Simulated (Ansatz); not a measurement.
**Nudged elastic band of C₄H₆S**

System: C₄H₆S.
Method: RKS PBE-D4/def2-SVP (Ansatz 0.2.0).

It belongs to a series of runs on one base structure; here: band between the two ends.

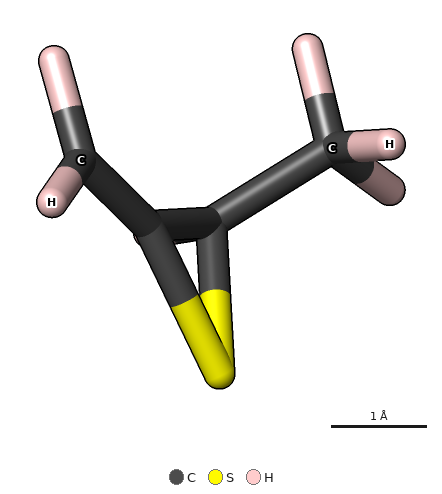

Fig. 1: The starting structure (stick view, seen at a tilt). Bond lengths as drawn: C–C 1.34 to 1.51 Å, C–H 1.10 to 1.11 Å and C–S 1.75 to 1.88 Å.

### Input
```yaml
crystal:
  periodic: [false, false, false]
  atoms:
    - { symbol: C, position_ang: [-0.599047, 1.459569, 1.310604] }
    - { symbol: C, position_ang: [0.135109, 0.412374, 0.916419] }
    - { symbol: S, position_ang: [1.718652, -0.324246, 1.051194] }
    - { symbol: C, position_ang: [0.170455, -0.797983, 0.096869] }
    - { symbol: C, position_ang: [0.200379, -0.736144, -1.412769] }
    - { symbol: H, position_ang: [-1.638178, 1.563173, 0.962077] }
    - { symbol: H, position_ang: [-0.193265, 2.228094, 1.984251] }
    - { symbol: H, position_ang: [-0.320172, -1.695783, 0.521448] }
    - { symbol: H, position_ang: [0.727581, 0.172893, -1.760955] }
    - { symbol: H, position_ang: [0.702453, -1.626272, -1.842175] }
    - { symbol: H, position_ang: [-0.838667, -0.712574, -1.806464] }
basis:
  gaussian: { orbitals: def2-SVP }
hamiltonian:
  xc: pbe
  dispersion: d4
neb:
  order_check: false
  images: 5
  f_tol: 0.05
  max_iterations: 60
  final_atoms:
    - { symbol: C, position_ang: [-0.90740386, 1.69451067, 1.30264483] }
    - { symbol: C, position_ang: [-0.31010043, 0.6880988, 0.69935533] }
    - { symbol: S, position_ang: [1.44746979, -1.31607788, 1.04513555] }
    - { symbol: C, position_ang: [0.31151618, -0.30617037, 0.084612] }
    - { symbol: C, position_ang: [0.20967757, -0.58393763, -1.39420481] }
    - { symbol: H, position_ang: [-1.93135462, 1.6003944, 1.70736985] }
    - { symbol: H, position_ang: [-0.40848466, 2.67191228, 1.43335912] }
    - { symbol: H, position_ang: [1.09324335, -2.50668713, 0.4763338] }
    - { symbol: H, position_ang: [1.20685652, -0.50355654, -1.87453323] }
    - { symbol: H, position_ang: [-0.15906248, -1.61717562, -1.57373014] }
    - { symbol: H, position_ang: [-0.48705737, 0.12179003, -1.8858433] }
  initial_path:
    images:
      - { positions_ang: [[-0.599047, 1.459569, 1.310604], [0.135109, 0.412374, 0.916419], [1.718652, -0.324246, 1.051194], [0.170455, -0.797983, 0.096869], [0.200379, -0.736144, -1.412769], [-1.638178, 1.563173, 0.962077], [-0.193265, 2.228094, 1.984251], [-0.320172, -1.695783, 0.521448], [0.727581, 0.172893, -1.760955], [0.702453, -1.626272, -1.842175], [-0.838667, -0.712574, -1.806464]] }
      - { positions_ang: [[-0.59380198, 1.45483382, 1.29514838], [0.07067751, 0.40343563, 0.8893426], [1.57404083, -0.38088717, 1.05562863], [0.09291553, -0.77910057, 0.06681406], [0.17464084, -0.71546234, -1.43495086], [-1.6199431, 1.6503019, 0.92848433], [-0.16781242, 2.1943759, 1.98834915], [-0.03270156, -1.78839527, 0.66109362], [0.7414391, 0.1772332, -1.74099393], [0.66463132, -1.61504524, -1.82463407], [-0.83878606, -0.65818886, -1.8637829]] }
      - { positions_ang: [[-0.58855697, 1.45009863, 1.27969276], [0.00624603, 0.39449726, 0.86226621], [1.42942967, -0.43752833, 1.06006325], [0.01537605, -0.76021814, 0.03675912], [0.14890268, -0.69478069, -1.45713273], [-1.6017082, 1.73743081, 0.89489165], [-0.14235983, 2.1606578, 1.9924473], [0.25476887, -1.88100755, 0.80073924], [0.7552972, 0.1815734, -1.72103286], [0.62680964, -1.60381849, -1.80709314], [-0.83890513, -0.60380371, -1.92110181]] }
      - { positions_ang: [[-0.58331195, 1.44536345, 1.26423715], [-0.05818546, 0.3855589, 0.83518981], [1.2848185, -0.4941695, 1.06449788], [-0.06216342, -0.74133572, 0.00670418], [0.12316451, -0.67409903, -1.47931459], [-1.58347331, 1.82455971, 0.86129898], [-0.11690725, 2.12693971, 1.99654545], [0.54223931, -1.97361982, 0.94038486], [0.76915531, 0.1859136, -1.70107179], [0.58898795, -1.59259173, -1.78955221], [-0.83902419, -0.54941857, -1.97842071]] }
      - { positions_ang: [[-0.69134259, 1.52841252, 1.27703971], [-0.14215712, 0.48640553, 0.78991165], [1.3390356, -0.76813896, 1.05804377], [0.06239645, -0.5962806, 0.03267345], [0.1520022, -0.64404523, -1.45094466], [-1.69943374, 1.74983794, 1.1433226], [-0.21409972, 2.30859723, 1.80881668], [0.72590732, -2.15130892, 0.78570117], [0.91505571, -0.04390978, -1.75889227], [0.33963781, -1.60078636, -1.71761152], [-0.72170192, -0.32568237, -1.94756157]] }
      - { positions_ang: [[-0.79937322, 1.6114616, 1.28984227], [-0.22612877, 0.58725217, 0.74463349], [1.39325269, -1.04210842, 1.05158966], [0.18695631, -0.45122548, 0.05864273], [0.18083989, -0.61399143, -1.42257473], [-1.81539418, 1.67511617, 1.42534623], [-0.31129219, 2.49025475, 1.6210879], [0.90957534, -2.32899803, 0.63101748], [1.06095612, -0.27373316, -1.81671275], [0.09028767, -1.60898099, -1.64567083], [-0.60437965, -0.10194617, -1.91670244]] }
      - { positions_ang: [[-0.90740386, 1.69451067, 1.30264483], [-0.31010043, 0.6880988, 0.69935533], [1.44746979, -1.31607788, 1.04513555], [0.31151618, -0.30617037, 0.084612], [0.20967757, -0.58393763, -1.39420481], [-1.93135462, 1.6003944, 1.70736985], [-0.40848466, 2.67191228, 1.43335912], [1.09324335, -2.50668713, 0.4763338], [1.20685652, -0.50355654, -1.87453323], [-0.15906248, -1.61717562, -1.57373014], [-0.48705737, 0.12179003, -1.8858433]] }
```

Machine: 2 threads of Intel Xeon (Granite Rapids), 16 GiB of memory available, shared host.

Run as:
```bash
ansatz run input.yaml --threads 2 --pin off --max-ram 3072MiB --backend cpu --events-out ev --progress --plain --runs-dir out
```

### Output
```
Engine: ansatz 0.2.0, x86_64-unknown-linux-gnu
Functional definition: PBE
  parameter kappa = 0.804
  parameter beta = 0.06672455060314922
  exchange = pbe_x(kappa = kappa, mu = beta*pi^2/3)
  correlation = pbe_c(beta = beta)
1185 factors; their error is unknown
mean field evaluation 1: about -15045.4508 eV, gradient 8.1e1 eV
mean field evaluation 2: about -14994.5090 eV, gradient 1.5e2 eV
mean field evaluation 4: about -15062.5023 eV, gradient 1.5e1 eV
mean field evaluation 8: about -15063.1626 eV, gradient 1.1e-1 eV
mean field evaluation 16: about -15063.0946 eV, gradient 2.4e-3 eV
mean field -15063.09456114 eV, -553.5585149895 hartree, gradient 3.0e-5 eV, S^2 0.000000; 0 other end points of the search recorded, 0 dependent functions left out
the calculation of the forces begins
reference -15063.09459310 eV, -553.5585161640 hartree; 23, 23 occupied and 81, 81 virtual orbitals, 1185 factors
1185 factors; their error is unknown
mean field evaluation 32: about -15062.6425 eV, gradient 4.2e-2 eV
mean field -15062.64247669 eV, -553.5419011925 hartree, gradient 1.8e-5 eV, S^2 0.000000; 0 other end points of the search recorded, 0 dependent functions left out
[... from here on the field's lines of each further geometry are left out, up to the last ...]
NEB iter   1: max|band force component| = 9.569e0 eV/Å  barrier→ = 4.8558 eV  barrier← = 4.3950 eV  Δτ_max = 0.1980 Å  (248 SCF iters)
NEB iter   2: max|band force component| = 5.348e0 eV/Å  barrier→ = 4.3461 eV  barrier← = 3.8853 eV  Δτ_max = 0.1966 Å  (169 SCF iters)
NEB iter   3: max|band force component| = 2.679e0 eV/Å  barrier→ = 3.4983 eV  barrier← = 3.0375 eV  Δτ_max = 0.1953 Å  (179 SCF iters)
NEB iter   4: max|band force component| = 2.599e0 eV/Å  barrier→ = 3.2009 eV  barrier← = 2.7400 eV  Δτ_max = 0.1006 Å  (167 SCF iters)
NEB iter   5: max|band force component| = 2.301e0 eV/Å  barrier→ = 2.9182 eV  barrier← = 2.4574 eV  Δτ_max = 0.1049 Å  (153 SCF iters)
NEB iter   6: max|band force component| = 2.230e0 eV/Å  barrier→ = 2.9135 eV  barrier← = 2.4527 eV  Δτ_max = 0.1004 Å  (160 SCF iters)
NEB iter   7: max|band force component| = 2.101e0 eV/Å  barrier→ = 2.9355 eV  barrier← = 2.4746 eV  Δτ_max = 0.1000 Å  (157 SCF iters)
NEB iter   8: max|band force component| = 1.581e0 eV/Å  barrier→ = 2.9175 eV  barrier← = 2.4567 eV  Δτ_max = 0.0996 Å  (153 SCF iters)
NEB iter   9: max|band force component| = 8.084e-1 eV/Å  barrier→ = 2.8363 eV  barrier← = 2.3755 eV  Δτ_max = 0.1002 Å  (155 SCF iters)
NEB iter  10: max|band force component| = 6.404e-1 eV/Å  barrier→ = 2.7640 eV  barrier← = 2.3031 eV  Δτ_max = 0.1018 Å  (154 SCF iters)
NEB iter  11: max|band force component| = 3.892e-1 eV/Å  barrier→ = 2.7768 eV  barrier← = 2.3160 eV  CI = image 2  Δτ_max = 0.1008 Å  (155 SCF iters)
NEB iter  12: max|band force component| = 5.526e-1 eV/Å  barrier→ = 2.8196 eV  barrier← = 2.3587 eV  CI = image 2  Δτ_max = 0.0500 Å  (154 SCF iters)
NEB iter  13: max|band force component| = 3.084e-1 eV/Å  barrier→ = 2.8312 eV  barrier← = 2.3704 eV  CI = image 2  Δτ_max = 0.0999 Å  (156 SCF iters)
NEB iter  14: max|band force component| = 2.472e-1 eV/Å  barrier→ = 2.8299 eV  barrier← = 2.3690 eV  CI = image 2  Δτ_max = 0.0392 Å  (157 SCF iters)
NEB iter  15: max|band force component| = 1.594e-1 eV/Å  barrier→ = 2.8226 eV  barrier← = 2.3618 eV  CI = image 2  Δτ_max = 0.0501 Å  (159 SCF iters)
NEB iter  16: max|band force component| = 1.309e-1 eV/Å  barrier→ = 2.8149 eV  barrier← = 2.3541 eV  CI = image 2  Δτ_max = 0.0315 Å  (158 SCF iters)
NEB iter  17: max|band force component| = 1.551e-1 eV/Å  barrier→ = 2.8136 eV  barrier← = 2.3528 eV  CI = image 2  Δτ_max = 0.0158 Å  (158 SCF iters)
NEB iter  18: max|band force component| = 6.596e-2 eV/Å  barrier→ = 2.8127 eV  barrier← = 2.3519 eV  CI = image 2  Δτ_max = 0.0313 Å  (160 SCF iters)
NEB iter  19: max|band force component| = 1.683e-1 eV/Å  barrier→ = 2.8120 eV  barrier← = 2.3512 eV  CI = image 2  Δτ_max = 0.0158 Å  (157 SCF iters)
NEB iter  20: max|band force component| = 5.937e-2 eV/Å  barrier→ = 2.8116 eV  barrier← = 2.3508 eV  CI = image 2  Δτ_max = 0.0316 Å  (153 SCF iters)
NEB iter  21: max|band force component| = 3.107e-1 eV/Å  barrier→ = 2.8115 eV  barrier← = 2.3507 eV  CI = image 2  Δτ_max = 0.0158 Å  (158 SCF iters)
NEB iter  22: max|band force component| = 1.188e-1 eV/Å  barrier→ = 2.8114 eV  barrier← = 2.3506 eV  CI = image 2  Δτ_max = 0.0316 Å  (163 SCF iters)
NEB iter  23: max|band force component| = 1.282e-1 eV/Å  barrier→ = 2.8114 eV  barrier← = 2.3506 eV  CI = image 2  Δτ_max = 0.0158 Å  (137 SCF iters)
the calculation of the forces begins
reference -15062.59670248 eV, -553.5402190216 hartree; 23, 23 occupied and 81, 81 virtual orbitals, 1185 factors
1185 factors; their error is unknown
mean field evaluation 1056: about -14965.9038 eV, gradient 1.7e2 eV
mean field -15060.27729077 eV, -553.4549822132 hartree, gradient 1.6e-5 eV, S^2 0.000000; 1 other end points of the search recorded, 0 dependent functions left out
the calculation of the forces begins
reference -15060.27732228 eV, -553.4549833710 hartree; 23, 23 occupied and 81, 81 virtual orbitals, 1185 factors
NEB iter  24: max|band force component| = 3.593e-2 eV/Å  barrier→ = 2.8114 eV  barrier← = 2.3506 eV  CI = image 2  Δτ_max = 0.0000 Å  (293 SCF iters)
```

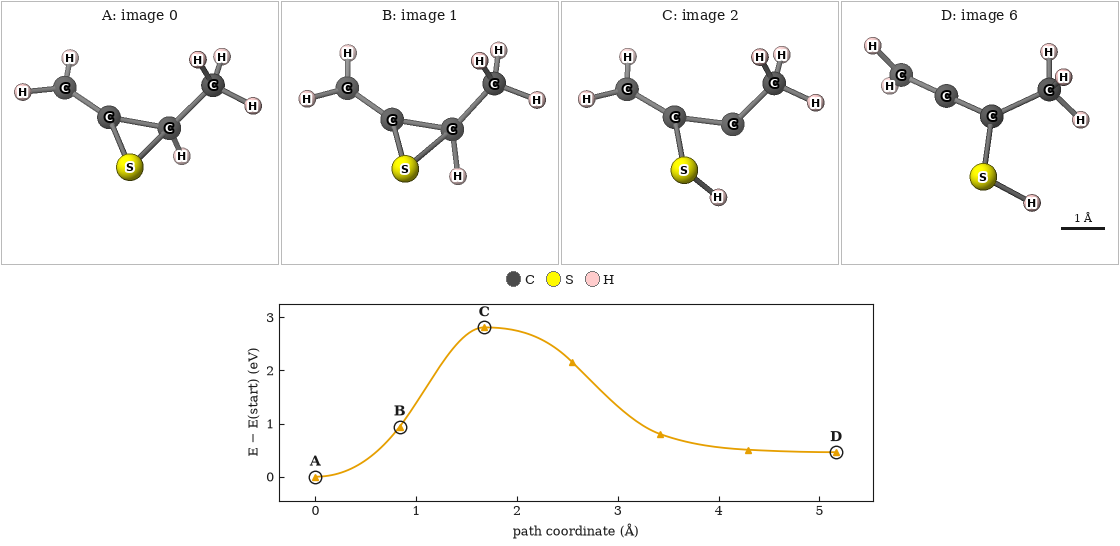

Fig. 2: Images of the last band (counted from 0; ball-and-stick, seen at a tilt) above the energy along the path; the line is a cubic interpolation that uses the forces. The highest image is number 2, 2.811 eV above the start and 2.351 eV above the end (the climbing image); the end lies 0.461 eV above the start. The path is 5.17 Å long. The band converged in 24 iterations.

```
Total energy: -15060.52564840 eV, -553.4641091879 hartree
Atom 0 at    -0.616440     1.446063     1.233524 Å, force    -0.001751     0.000385     0.000404 eV/Å
Atom 1 at    -0.107829     0.278650     0.795791 Å, force    -0.000350    -0.001700    -0.004828 eV/Å
Atom 2 at     1.451435    -0.526995     1.307973 Å, force    -0.001137    -0.000331     0.000651 eV/Å
Atom 3 at    -0.238840    -0.813728    -0.090350 Å, force     0.000778     0.001420    -0.002067 eV/Å
Atom 4 at     0.122780    -0.668003    -1.524032 Å, force    -0.000140    -0.001564     0.003468 eV/Å
Atom 5 at    -1.544838     1.834873     0.789581 Å, force     0.000407     0.000640     0.000681 eV/Å
Atom 6 at    -0.136207     2.013517     2.040955 Å, force     0.000803    -0.000831     0.000462 eV/Å
Atom 7 at     0.708987    -1.716776     1.239669 Å, force     0.002038     0.000756     0.001724 eV/Å
Atom 8 at     0.804531     0.175092    -1.781280 Å, force     0.000322    -0.000204    -0.000021 eV/Å
Atom 9 at     0.484122    -1.612379    -1.978536 Å, force    -0.000417     0.000064    -0.000418 eV/Å
Atom 10 at    -0.862402    -0.467213    -2.012795 Å, force    -0.000553     0.001366    -0.000055 eV/Å
Dipole moment:     0.097044     0.051994    -0.152206 e Å
this run last wrote the band of iteration 24 to [file]
```

### The last band as extended XYZ (Å, eV, eV/Å)
```
11
Properties=species:S:1:pos:R:3:forces:R:3 image=0 energy=-15063.33702
C    -0.5990    1.4596    1.3106   -0.0019   0.0021   0.0016
C     0.1351    0.4124    0.9164   -0.0025  -0.0018   0.0021
S     1.7187   -0.3242    1.0512    0.0025  -0.0005  -0.0007
C     0.1705   -0.7980    0.0969   -0.0036   0.0022  -0.0018
C     0.2004   -0.7361   -1.4128    0.0018  -0.0024   0.0002
H    -1.6382    1.5632    0.9621    0.0009   0.0008  -0.0012
H    -0.1933    2.2281    1.9843   -0.0007  -0.0022  -0.0025
H    -0.3202   -1.6958    0.5214    0.0048  -0.0005   0.0002
H     0.7276    0.1729   -1.7610    0.0012  -0.0020   0.0008
H     0.7025   -1.6263   -1.8422   -0.0037   0.0015  -0.0001
H    -0.8387   -0.7126   -1.8065    0.0012   0.0028   0.0014
11
Properties=species:S:1:pos:R:3:forces:R:3 image=1 energy=-15062.39258
C    -0.6456    1.4461    1.2446   -0.0841   0.0057   0.0382
C    -0.0204    0.3079    0.9211    0.2887   0.0938   0.4280
S     1.6055   -0.3040    1.2368    0.4751   0.6949  -0.2101
C     0.0690   -0.8641    0.0737    1.0215  -0.1651   0.5425
C     0.1327   -0.7276   -1.4456    0.0506  -0.1877   0.2603
H    -1.5995    1.7717    0.8076   -0.1424  -0.1696   0.0450
H    -0.1611    2.0824    1.9991   -0.0663   0.2132  -0.1202
H     0.2594   -1.7540    0.7640   -1.6255  -0.1671  -1.6249
H     0.7796    0.1331   -1.7353   -0.0311  -0.1487   0.1804
H     0.5125   -1.6361   -1.9493    0.0923  -0.0726   0.0919
H    -0.8669   -0.5122   -1.8963    0.0213  -0.0968   0.3687
11
Properties=species:S:1:pos:R:3:forces:R:3 image=2 energy=-15060.52562
C    -0.6164    1.4461    1.2335   -0.0018   0.0004   0.0004
C    -0.1078    0.2787    0.7958   -0.0003  -0.0017  -0.0048
S     1.4514   -0.5270    1.3080   -0.0011  -0.0003   0.0007
C    -0.2388   -0.8137   -0.0903    0.0008   0.0014  -0.0021
C     0.1228   -0.6680   -1.5240   -0.0001  -0.0016   0.0035
H    -1.5448    1.8349    0.7896    0.0004   0.0006   0.0007
H    -0.1362    2.0135    2.0410    0.0008  -0.0008   0.0005
H     0.7090   -1.7168    1.2397    0.0020   0.0008   0.0017
H     0.8045    0.1751   -1.7813    0.0003  -0.0002   0.0000
H     0.4841   -1.6124   -1.9785   -0.0004   0.0001  -0.0004
H    -0.8624   -0.4672   -2.0128   -0.0006   0.0014  -0.0001
11
Properties=species:S:1:pos:R:3:forces:R:3 image=3 energy=-15061.17876
C    -0.7071    1.5506    1.2841   -0.2463   0.2736   0.0918
C    -0.2698    0.4898    0.6402   -0.4122   0.5418  -0.3971
S     1.3563   -0.8964    1.1311   -0.2186  -0.8504  -0.4252
C     0.0267   -0.5932   -0.0793    0.6712   0.5379   0.0460
C     0.1526   -0.6375   -1.5690    0.0863   0.0406  -0.0923
H    -1.7326    1.8494    1.0479   -0.5056   0.0211   0.5970
H    -0.0748    2.1443    1.9543    0.1130   0.3747  -0.2661
H     0.8181   -2.0754    1.4889    0.3121  -0.8405   0.6619
H     0.8420    0.1636   -1.9048    0.0855  -0.0566  -0.3142
H     0.4988   -1.6135   -1.9590    0.0660  -0.0437   0.0876
H    -0.8449   -0.4385   -2.0140    0.0485   0.0016   0.0107
11
Properties=species:S:1:pos:R:3:forces:R:3 image=4 energy=-15062.53458
C    -0.7848    1.6375    1.2873   -0.0892   0.0971  -0.0011
C    -0.3276    0.6227    0.5902   -0.0596   0.1528  -0.0511
S     1.3752   -1.2353    1.0564    0.0294  -0.2669  -0.0646
C     0.2179   -0.4012   -0.0435    0.1992   0.1598   0.0226
C     0.2098   -0.5841   -1.5459    0.0606   0.0282   0.0426
H    -1.8567    1.7415    1.5012   -0.1431  -0.1106   0.3925
H    -0.0977    2.3992    1.6909   -0.0491   0.2930  -0.3036
H     0.6999   -2.3875    1.3141   -0.0914  -0.2746  -0.1199
H     0.9117    0.1380   -2.0118    0.0673  -0.0575  -0.1088
H     0.5166   -1.6019   -1.8548    0.0279  -0.0258   0.1308
H    -0.7990   -0.3858   -1.9636    0.0480   0.0045   0.0605
11
Properties=species:S:1:pos:R:3:forces:R:3 image=5 energy=-15062.82984
C    -0.8512    1.6834    1.2997   -0.0214   0.0195  -0.0238
C    -0.2894    0.6770    0.6638   -0.0100   0.0016  -0.0104
S     1.4218   -1.3325    1.0271    0.0012  -0.0151  -0.0121
C     0.3047   -0.3235    0.0327   -0.0055  -0.0077   0.0472
C     0.2288   -0.5719   -1.4554    0.0182   0.0122   0.0020
H    -1.8801    1.6184    1.6946    0.0037  -0.0232   0.0426
H    -0.3118    2.6330    1.4634   -0.0127   0.0260  -0.0327
H     0.7844   -2.5272    0.8354    0.0128   0.0046  -0.0584
H     1.0907   -0.1002   -1.9733    0.0274  -0.0386   0.0006
H     0.2713   -1.6563   -1.6814   -0.0318  -0.0099   0.0304
H    -0.7040   -0.1572   -1.8861    0.0180   0.0306   0.0145
11
Properties=species:S:1:pos:R:3:forces:R:3 image=6 energy=-15062.87620
C    -0.9074    1.6945    1.3026   -0.0047  -0.0016  -0.0002
C    -0.3101    0.6881    0.6994   -0.0029   0.0068   0.0058
S     1.4475   -1.3161    1.0451   -0.0112  -0.0055  -0.0046
C     0.3115   -0.3062    0.0846    0.0036  -0.0061   0.0015
C     0.2097   -0.5839   -1.3942    0.0100   0.0046  -0.0035
H    -1.9314    1.6004    1.7074    0.0055  -0.0017   0.0064
H    -0.4085    2.6719    1.4334   -0.0022   0.0021  -0.0089
H     1.0932   -2.5067    0.4763    0.0052   0.0007   0.0034
H     1.2069   -0.5036   -1.8745   -0.0002  -0.0029  -0.0033
H    -0.1591   -1.6172   -1.5737   -0.0009   0.0011   0.0010
H    -0.4871    0.1218   -1.8858   -0.0022   0.0025   0.0024
```

### Results in brief

| quantity | value |
| --- | --- |
| outcome | converged |
| barrier, forward | 2.811 eV |
| barrier, backward | 2.351 eV |
| wall time | 1.8 min (CPU time 3.5 min) |
| peak memory | 0.16 GiB |

### Remarks

The order of the saddle point was not checked.
